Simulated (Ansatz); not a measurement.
**PBE-QIDH/cc-pVDZ run of BBr2F (dibromofluoroborane)**

What is the vertical singlet–triplet gap of BBr2F (dibromofluoroborane) at PBE-QIDH/cc-pVDZ? 

The calculation is run with Ansatz 0.2.0.

49 further runs of the same task are left out: 49 set aside as unsound or not needed.

## 1. Starting point

BBr2F: 4 atoms, total charge 0, spin state singlet. SMILES: `FB(Br)Br`. The shape is that of a PBE0-D4/def2-TZVP optimisation.

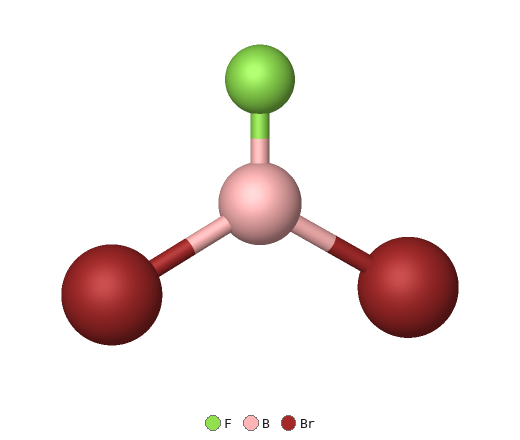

Viewed from a chosen angle; fluorine green, boron pink, bromine red.

## 2. The energy at PBE-QIDH/cc-pVDZ

Contents of in.yaml:

```yaml
crystal:
  periodic: [false, false, false]
  atoms:
    - {symbol: F, position_ang: [1.316550, 0.465960, 0.364370]}
    - {symbol: B, position_ang: [0.123960, 0.043770, 0.034160]}
    - {symbol: Br, position_ang: [-0.483040, -1.629420, 0.701450]}
    - {symbol: Br, position_ang: [-0.957470, 1.119690, -1.099980]}
basis:
  gaussian:
    orbitals: cc-pVDZ
hamiltonian:
  xc: {name: PBE-QIDH}
output:
  orbitals: {seedname: orbitals}
accuracy: high
correlation:
  frozen_orbitals: {B: 1, Br: 9, F: 1}
```

The run is started by

```sh
ansatz run in.yaml --threads 1 --pin off --max-ram 3480MiB --events-out events.jsonl --progress --plain --runs-dir runs
```

Standard output:

```text
Warning: RAYON_NUM_THREADS=1 ignored (pool sized by the plan → 1); use --threads N
Functional definition: PBE-QIDH
  name "PBE-QIDH"
  parameter a = 3^(-1/3)
  parameter c = 1/3
  exchange = (1 - a)*pbe_x + a*exact_x
  correlation = (1 - c)*pbe_c + c*(mp2_os + mp2_ss)
1658 factors; integrals over basis functions are off by at most 4.6e-9 eV
mean field evaluation 1: about -143440.5410 eV, gradient 2.4e1 eV
mean field evaluation 2: about -143440.7330 eV, gradient 2.5e1 eV
mean field evaluation 4: about -143441.9787 eV, gradient 1.3e0 eV
mean field evaluation 8: about -143441.9938 eV, gradient 2.8e-2 eV
mean field evaluation 16: about -143441.9939 eV, gradient 1.1e-5 eV
mean field -143441.99385520 eV, -5271.3960457031 hartree, gradient 7.5e-8 eV, S^2 0.000000; 0 other end points of the search recorded, 0 dependent functions left out
20 core orbitals not correlated: weight in the atoms' cores, before any rotation towards them, 1.000 or more for the frozen orbitals, at most 0.000 for the correlated occupied ones
reference -143441.99385594 eV, -5271.3960457304 hartree; 22, 22 occupied and 40, 40 virtual orbitals, 1658 factors
second order -16.10342618 eV of doubles, -0.00000000 eV of singles
Total energy: -143447.36166467 eV, -5271.5933090627 hartree
```

Wall time 6 s (1 thread of AMD EPYC 9R45 (Zen 5), shared host); peak memory 0.32 GiB.

## 3. The triplet, same level

Contents of job.yaml:

```yaml
crystal:
  periodic: [false, false, false]
  atoms:
    - {symbol: F, position_ang: [1.316550, 0.465960, 0.364370]}
    - {symbol: B, position_ang: [0.123960, 0.043770, 0.034160]}
    - {symbol: Br, position_ang: [-0.483040, -1.629420, 0.701450]}
    - {symbol: Br, position_ang: [-0.957470, 1.119690, -1.099980]}
basis:
  gaussian: {orbitals: cc-pVDZ}
magnetization: {spin_polarized: true, initial_magnetization: 2}
hamiltonian: {xc: {name: PBE-QIDH}}
correlation: {frozen_orbitals: {B: 1, Br: 9, F: 1}}
accuracy: high
output: {orbitals: {seedname: orbitals}}
```

The run is started by

```sh
ansatz run job.yaml --threads 1 --pin off --max-ram 3480MiB --events-out events.jsonl --progress --plain --runs-dir runs
```

Standard output, cut to the lines that bear on the results:

```text
Warning: RAYON_NUM_THREADS=1 ignored (pool sized by the plan → 1); use --threads N
[... 2 set-up lines as earlier in the session ...]
[...]
1658 factors; integrals over basis functions are off by at most 4.6e-9 eV
[...]
mean field -143435.80676800 eV, -5271.1686744422 hartree, gradient 7.8e-8 eV, S^2 2.019710; 6 other end points of the search recorded, 0 dependent functions left out
20 core orbitals not correlated: weight in the atoms' cores, before any rotation towards them, 1.000 or more for the frozen orbitals, at most 0.000 for the correlated occupied ones
reference -143435.80676880 eV, -5271.1686744718 hartree; 23, 21 occupied and 39, 41 virtual orbitals, 1658 factors
second order -15.96644295 eV of doubles, -0.00000000 eV of singles
Total energy: -143441.12891645 eV, -5271.3642597904 hartree
```

Run time: 24 s. Hardware: 1 thread of AMD EPYC 9R45 (Zen 5), shared host; peak memory 0.54 GiB.

## 4. Summary of results

At PBE-QIDH/cc-pVDZ, 20 core orbitals frozen:

```
                                                         quantity           value
                                            singlet: total energy  -5271.59331 Eh
                       singlet: HOMO energy (SCF part's orbitals)       -10.60 eV
                       singlet: LUMO energy (SCF part's orbitals)         0.81 eV
                     singlet: HOMO–LUMO gap (SCF part's orbitals)        11.41 eV
                                            triplet: total energy  -5271.36426 Eh
triplet: HOMO energy (SCF part's orbitals) (highest over α and β)        -4.70 eV
                                                    triplet: ⟨S²⟩           2.020
                 vertical energy of the triplet above the singlet        6.233 eV
```

**Reading.** At this shape the triplet lies 6.23 eV (144 kcal/mol) above the singlet.
